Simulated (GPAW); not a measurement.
# Ni6 on Cu4 001: parallel and opposed starts, part 2 of 2

A self-consistent run ends on one state, which hangs on the start. Several orders of Ni6 on Cu4 001 are started in GPAW and their energies compared.

GPAW 26.7.0; PBE; plane waves with GPAW's PAW setups, scalar-relativistic.

So far. Step 2 (Run 1 (ferro ++++++)): After 62 cycles the largest moment stands at 0.781 μB.

### 3. Order 2, typed as ferri +++++-

Another pattern of signs weighs the neighbour shells otherwise.

Contents of order2.py:

```python
import json
import numpy as np
from ase import Atoms
from ase.parallel import paropen, parprint
from gpaw import GPAW

atoms = Atoms(['Cu', 'Cu', 'Cu', 'Cu', 'Ni', 'Ni', 'Ni', 'Ni', 'Ni', 'Ni'],
    cell=[[2.556191, 0.0, 0.0],
         [0.0, 2.556191, 0.0],
         [0.0, 0.0, 27.495601]],
    scaled_positions=[[0.0, 0.0, 0.218217],
         [0.5, 0.5, 0.283897],
         [0.0, 0.0, 0.349576],
         [0.5, 0.5, 0.415256],
         [0.0, 0.0, 0.478431],
         [0.5, 0.5, 0.539102],
         [0.0, 0.0, 0.599772],
         [0.5, 0.5, 0.660443],
         [0.0, 0.0, 0.721113],
         [0.5, 0.5, 0.781783]],
    pbc=True,
    magmoms=[0.0, 0.0, 0.0, 0.0, 0.8, 0.8, 0.8, 0.8, 0.8, -0.8])
atoms.calc = GPAW(mode={'name': 'pw', 'ecut': 450},
    xc='PBE',
    kpts={'size': (18, 18, 1), 'gamma': True},
    occupations={'name': 'fermi-dirac', 'width': 0.05},
    convergence={'density': 1e-05, 'energy': 1e-05},
    maxiter=200,
    mixer={'name': 'pulay', 'beta': 0.03, 'nmaxold': 8, 'weight': 100},
    symmetry={'tolerance': 1e-4},
    txt='order2.txt')
e = atoms.get_potential_energy(force_consistent=True)
res = {'free_energy': e, 'energy_sigma0': atoms.get_potential_energy(), 'fermi_energy': atoms.calc.get_fermi_level()}
res['moments'] = atoms.get_magnetic_moments().tolist()
res['total'] = atoms.get_magnetic_moment()
parprint('site moments (muB):', np.round(res['moments'], 3))
parprint(f"total moment: {res['total']:.3f} muB")
parprint(f'free energy: {e:.6f} eV')
atoms.calc.write('order2.gpw')
with paropen('results.json', 'w') as f:
    json.dump(res, f)
```

The run is started by

```bash
> OMP_NUM_THREADS=1 mpirun -n 4 gpaw python order2.py > order2.log
```

Numbers of over 12 decimals in the logs are rounded to 6 here.

The program printed:

```text
site moments (muB): [-0.    -0.    -0.004 -0.003  0.465  0.658  0.697  0.663  0.255 -0.419]
total moment: 2.169 muB
free energy: -56.431221 eV

--- order2.txt ---
Input parameters:
  mode=PW(ecut=450),
  convergence={'density': 1e-05, 'energy': 1e-05},
  kpts=MonkhorstPack(size=(18, 18, 1), gamma=True),
  maxiter=200,
  mixer=Pulay(name='pulay', nmaxold=8, beta=0.03, weight=100, sigma=0.015, g_ss=None),
  occupations=Occupations(name='fermi-dirac', width=0.05),
  symmetry=Symmetry(tolerance=0.0001),
  xc=XC(name='PBE')

Diagonalizing LCAO Hamiltonian
Converting LCAO to pw mode
   .-----.
  /|     |
 * |     |
 | |     |
 | |     |
 | |     |
 | |     |
 | |     |
 | | Ni  |
 | |     |
 | |     |
 Ni|     |
 | |     |
 | | Ni  |
 | |     |
 | |     |
 Ni|     |
 | | Ni  |
 | |     |
 | |     |
 Ni|     |
 | | Cu  |
 | |     |
 | |     |
 Cu|     |
 | | Cu  |
 | |     |
 | |     |
 | |     |
 Cu|     |
 | |     |
 | |     |
 | |     |
 | |     |
 | .-----.
 |/     /
 *-----*

Atoms  # Å, Bohr magnetons
|   | symbol |        x |        y |         z |    initial magnetic moments |
|---|--------|----------|----------|-----------|-----------------------------|
| 0 |     Cu | 0.000000 | 0.000000 |  6.000008 | ( 0.0000,  0.0000,  0.0000) |
| 1 |     Cu | 1.278096 | 1.278096 |  7.805919 | ( 0.0000,  0.0000,  0.0000) |
| 2 |     Cu | 0.000000 | 0.000000 |  9.611802 | ( 0.0000,  0.0000,  0.0000) |
| 3 |     Cu | 1.278096 | 1.278096 | 11.417713 | ( 0.0000,  0.0000,  0.0000) |
| 4 |     Ni | 0.000000 | 0.000000 | 13.154748 | ( 0.0000,  0.0000,  0.8000) |
| 5 |     Ni | 1.278096 | 1.278096 | 14.822933 | ( 0.0000,  0.0000,  0.8000) |
| 6 |     Ni | 0.000000 | 0.000000 | 16.491092 | ( 0.0000,  0.0000,  0.8000) |
| 7 |     Ni | 1.278096 | 1.278096 | 18.159277 | ( 0.0000,  0.0000,  0.8000) |
| 8 |     Ni | 0.000000 | 0.000000 | 19.827435 | ( 0.0000,  0.0000,  0.8000) |
| 9 |     Ni | 1.278096 | 1.278096 | 21.495593 | ( 0.0000,  0.0000, -0.8000) |

Unit cell  # Å
| periodic |        x |        y |         z |   lengths |    angles |
|----------|----------|----------|-----------|-----------|-----------|
|      yes | 2.556191 | 0.000000 |  0.000000 |  2.556191 | 90.000000 |
|      yes | 0.000000 | 2.556191 |  0.000000 |  2.556191 | 90.000000 |
|      yes | 0.000000 | 0.000000 | 27.495601 | 27.495601 | 90.000000 |

Number of symmetries: 8

BZ-sampling:
  Number of BZ points: 324
  Number of IBZ points: 55

  Monkhorst-Pack size: [18, 18, 1]
  Monkhorst-Pack shift: [0.027778, 0.027778, 0.0]

Plane wave coefficients: 3951
Cutoff: 450.000000 eV

Spin-components: 2 (collinear spins)
Bands:           90
Projectors:      60
Spin-degeneracy: 1
Datatype:        complex128

Parallelization:
  kpt:    4
  domain: 1
  band:   1

Density:
  Valence electrons: 140.0
  Components: 2
  Grid points: [ 14  14 135]
  Charge: 0.0  # |e|

Potential:
  Grid points: [ 14  14 135]

[... setups left out ...]
Reference energy: -428293.798048  # eV

eigensolver:
  PPCG
  Converge bands: occupied
  niter=2

density mixing:
  Pulay-Mixer
  Linear mixing parameters: 0.03
  Old densities: 8
  Fourier metric: weight=100, sigma=0.015

occupation numbers:
  Fermi-Dirac:
    width: 0.0500  # eV

poisson solver:
  ecut: 3600.000000  # eV

xc functional:
  name: PBE with 2 nearest neighbor stencil

convergence criteria:
- Maximum integral of absolute [dens]ity change: 1e-05 electrons / valence electron
- Maximum [total energy] change in last 3 cyles: 1e-05 eV / valence electron
- Maximum integral of absolute [eigenst]ate change: 4e-08 eV^2 / valence electron
maximum number of iterations: 200

SCF iterations
|iter     |      energy | eigst |  dens |  magmom |
|---------|-------------|-------|-------|---------|
|iter:   1|       0s |  -85.393410 | +0.57 |       |  +3.2029|
|iter:   2|      17s | -375.115980 | +2.04 | -0.72 |  +3.1130|
|iter:   3|      33s |  -83.333552 | +1.02 | -0.39 |  +3.0960|
|iter:   4|      50s |  -60.043475 | +0.74 | -0.80 |  +3.0934|
|iter:   5|      67s |  -58.929856 | -0.53 | -1.15 |  +3.0560|
|iter:   6|      84s |  -57.638574 | -1.64 | -1.18 |  +3.0562|
|iter:   7|     102s |  -57.006890 | -2.04 | -1.29 |  +3.0337|
|iter:   8|     119s |  -56.342544 | -1.93 | -1.33 |  +2.9858|
|iter:   9|     136s |  -56.245748 | -2.11 | -1.56 |  +2.9375|
|iter:  10|     153s |  -56.169540 | -2.44 | -1.59 |  +2.8908|
[... 118 iterations left out ...]
|iter: 129|    1631s |  -56.369229c| -9.04c| -4.84 |  +2.1670|
|iter: 130|    1638s |  -56.369228c| -8.61c| -4.85 |  +2.1672|
|iter: 131|    1645s |  -56.369224c| -8.14c| -4.86 |  +2.1674|
|iter: 132|    1653s |  -56.369222c| -8.75c| -4.84 |  +2.1675|
|iter: 133|    1660s |  -56.369221c| -8.26c| -4.83 |  +2.1680|
|iter: 134|    1667s |  -56.369222c| -8.46c| -4.89 |  +2.1682|
|iter: 135|    1675s |  -56.369222c| -9.04c| -4.94 |  +2.1683|
|iter: 136|    1682s |  -56.369222c| -8.91c| -4.95 |  +2.1684|
|iter: 137|    1690s |  -56.369221c| -8.76c| -5.00 |  +2.1686|
|iter: 138|    1697s |  -56.369221c| -8.97c| -5.01c|  +2.1686|

Converged in 138 steps
Energy contributions relative to reference atoms: (reference = -428293.798048)

Energy contributions:
  Kinetic:         -12.722367
  Coulomb:          12.338165
  Zero:              1.175024
  External:          0.000000
  Xc:              -57.098044
  Entropy:          -0.123999
  Spinorbit:         0.000000
  ----------------------------
  Free energy:     -56.431221
  Extrapolated:    -56.369221

dipole moment: (-26.784949, -26.784949, -0.046596)  # |e|*Ang

Total magnetic moment: (0.000000, 0.000000, 2.168628)

Local magnetic moments
|        x |        y |         z |
|----------|----------|-----------|
| 0.000000 | 0.000000 | -0.000072 |  # Cu   0
| 0.000000 | 0.000000 | -0.000095 |  # Cu   1
| 0.000000 | 0.000000 | -0.004473 |  # Cu   2
| 0.000000 | 0.000000 | -0.003494 |  # Cu   3
| 0.000000 | 0.000000 |  0.464553 |  # Ni   4
| 0.000000 | 0.000000 |  0.658203 |  # Ni   5
| 0.000000 | 0.000000 |  0.697498 |  # Ni   6
| 0.000000 | 0.000000 |  0.663424 |  # Ni   7
| 0.000000 | 0.000000 |  0.254999 |  # Ni   8
| 0.000000 | 0.000000 | -0.419275 |  # Ni   9

Fermi level: 3.454
Eigenvalues  # (at kpt = [-0.000, -0.000, 0.000])
| band index |      eig [eV] | occ [0-1] |      eig [eV] | occ [0-1] |
|------------|---------------|-----------|---------------|-----------|
|          0 |       -60.688 |     1.000 |       -59.946 |     1.000 |
|        ... |               |           |               |           |
|         65 |         2.478 |     1.000 |         2.872 |     1.000 |
|         66 |         2.572 |     1.000 |         2.908 |     1.000 |
|         67 |         2.701 |     1.000 |         2.936 |     1.000 |
|         68 |         2.848 |     1.000 |         3.061 |     1.000 |
|         69 |         2.893 |     1.000 |         3.167 |     0.997 |
|         70 |         2.893 |     1.000 |         3.354 |     0.881 |
|         71 |         2.937 |     1.000 |         3.354 |     0.881 |
|         72 |         2.950 |     1.000 |         3.370 |     0.844 |
|         73 |         3.465 |     0.448 |         3.504 |     0.271 |
|         74 |         3.465 |     0.448 |         3.755 |     0.002 |
|         75 |         3.504 |     0.271 |         3.755 |     0.002 |
|         76 |         4.000 |     0.000 |         4.048 |     0.000 |
|         77 |         4.892 |     0.000 |         4.928 |     0.000 |
|         78 |         6.191 |     0.000 |         6.172 |     0.000 |
|         79 |         7.925 |     0.000 |         7.930 |     0.000 |
|         80 |         8.699 |     0.000 |         8.717 |     0.000 |
|        ... |               |           |               |           |
|         89 |        17.426 |     0.000 |        17.437 |     0.000 |

No gap
No difference between direct/indirect transitions
```

It took 29 min on 4 MPI ranks of Arm Neoverse V2, shared host; peak memory 1.6 GiB.

Spin moment in the augmentation sphere by atom:

```
atom  spin moment in the augmentation sphere (μB)
 Cu1                                        0.000
 Cu2                                        0.000
 Cu3                                       -0.004
 Cu4                                       -0.003
 Ni5                                        0.465
 Ni6                                        0.658
 Ni7                                        0.697
 Ni8                                        0.663
 Ni9                                        0.255
Ni10                                       -0.419
```

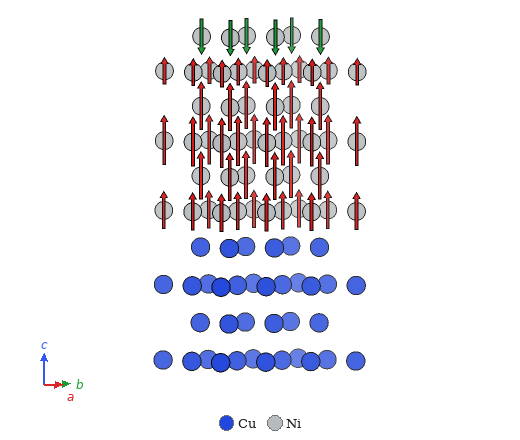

Spin moment in the augmentation sphere as arrows, the longest 0.697 μB. Up and down stand for the sign. Arrows give size and sign along the axis of quantisation, drawn up and down the page. Each arrow also spans its atom, so small moments look longer than they are. The two directions have two colours. 2×3×1 cells are drawn. Some periodic images of atoms are drawn too.

This step gave:

* magnetization: 2.169 μB
* final state: ferrimagnetic

It lies 22.0 meV a seeded atom over the first start, and its largest moment is 0.697 μB against 0.781 μB.

### 4. Energies of the orders

These are free energies at a smearing of 0.05 eV, so its entropy term is in the differences. They are divided by the number of seeded atoms, so that cells of unlike size compare.

Orders:

```
       start    final state  typed order kept  energy over the lowest (meV a seeded atom)  largest site moment (μB)  net moment (μB a primitive cell)  mesh matched  CPU time (s)
ferro ++++++  ferromagnetic               yes                                           0                    0.7807                             3.728           yes          3838
ferri +++++-  ferrimagnetic               yes                                       22.04                    0.6975                             2.169           yes          6902
```

### 5. What came out

```json
{
 "lowest state found": "ferromagnetic (typed ferro ++++++)",
 "largest site moment": "0.781 μB",
 "next state": "ferrimagnetic, 22.0 meV a seeded atom higher"
}
```

In words: The lowest state found is ferromagnetic, reached from the start ferro ++++++, with moments up to 0.781 μB. The next state costs 22 meV a seeded atom. This is the lowest of 2 finished starts, no proof of the ground state.

[Logs and program files are shortened in this print: banners, set-up blocks, solver, clock and traceback lines can be left out without a mark of their own.]

[Logs are printed without paths, hosts, clocks, repeated set-up lines and the standing remarks that a program may print on its own settings, such as how far it seeks lower states.]

[Hosts, paths, dates, database ids (printed as entryN), source tags and the programs' standing remarks are cut or masked in the printed files.]

[Where a cell is said to come from a database of computed structures, the database is the Materials Project.]
